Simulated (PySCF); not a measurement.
# C4H7Br (bromocyclobutane): the cost of one run

Computed with PySCF 2.14.0 and routines of our own; the level stands in each step. Atoms count from 0.

### 1 The starting structure

12 atoms, charge 0, multiplicity 1; geometry from: GFN2-xTB.

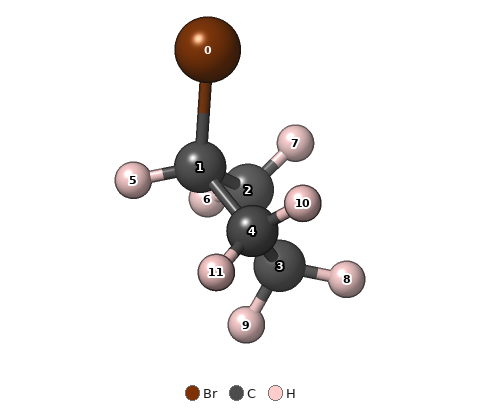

The starting geometry (bromine brown, carbon dark grey, hydrogen pink).

### 2 Geometry optimisation at PBE0-D3(BJ)/def2-SVP

What the job is given:

```
{"job": {"xc": "PBE0", "basis": "def2-SVP", "d3": "d3bj", "grid": 1, "maxiter": 30, "shake": 0.01, "kind": "geom"}, "charge": 0, "multiplicity": 1}
Br     2.535510     0.197680    -1.044350
C      0.995170    -0.003510     0.170760
C     -0.106510     1.072520     0.103520
C     -1.106610    -0.043510     0.093970
C     -0.031120    -1.071650    -0.215700
H      1.433540    -0.129070     1.158700
H     -0.106150     1.767240     0.949590
H     -0.048630     1.646030    -0.821930
H     -1.921060     0.050080    -0.635640
H     -1.602640    -0.204430     1.080700
H      0.007010    -1.337490    -1.249410
H     -0.008820    -1.972170     0.400770
```

On the command line:

```console
$ OMP_NUM_THREADS=1 python heavy_run.py task.json out
```

One launch serves the whole session: the jobs run in the order shown.

Q: Estimate the wall time and peak memory of this first job on 1 thread of Arm Neoverse V1, shared host.

About 45 s, with a peak of 0.52 GiB.
